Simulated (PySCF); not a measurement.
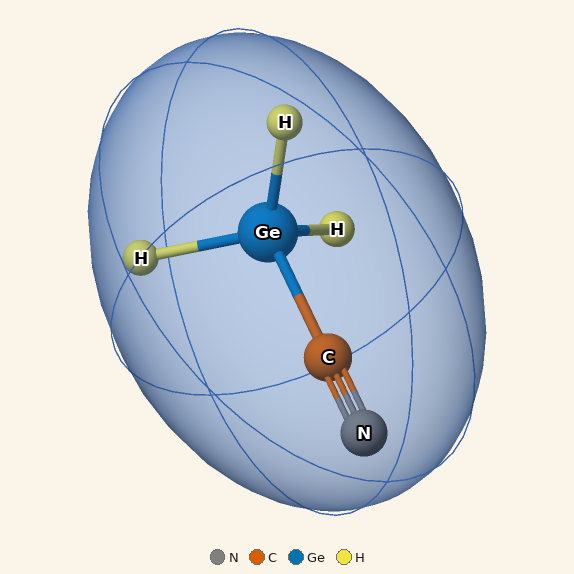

The ellipsoid shows the static dipole polarisability: its half-axes are proportional to the principal values. Computed geometry: PBE0-D3(BJ)/def2-SVP optimisation. No frequency run is at hand to confirm it as a minimum. Method: PBE/def2-SVPD (PySCF 2.14.0).

Question. How large and how anisotropic is the polarisability?

Answer. Principal values 41.1, 41.1, 60.2 bohr³; mean 47.4 bohr³ (7.03 Å³); anisotropy 19.2 bohr³, so the longest axis is 1.47 times the shortest.
